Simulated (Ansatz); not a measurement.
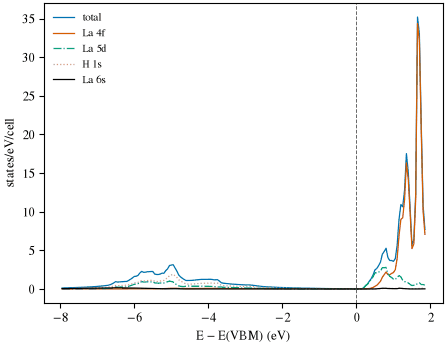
Fig. 1. Total and projected density of states of LaH3 in space group Fm-3m (No. 225; La on 4a, H on 4b, H on 8c), DFT-r²SCAN in the program Ansatz with PAW potentials

Question: Which orbitals carry the states next to the gap?

Answer: Top 1 eV of the valence band: H 1s 78 %, La 4f 14 %, La 5d 7 %. Bottom 1 eV of the conduction band: La 5d 55 %, La 4f 40 %. Projections are on Löwdin-orthogonalised atomic valence shells; empty p or d shells of many metals are not among them.

Question: Where is the tallest occupied peak in this window, and what makes it?

Answer: Near -4.9 eV, about 3.1 states/eV per cell; the largest projected share is H 1s.

The workflow started from a Materials Project entry (that database holds measured and hypothetical structures alike); the Crystallography Open Database copy checked does not list it. Whether it is the stable phase at ambient conditions was not checked. Symmetry was held in the r²SCAN relaxation; its stability against distortions is not shown here. Scalar-relativistic: spin–orbit coupling is off unless named, which matters more the heavier the elements.

Potentials: the later of the program's two PAW sets.
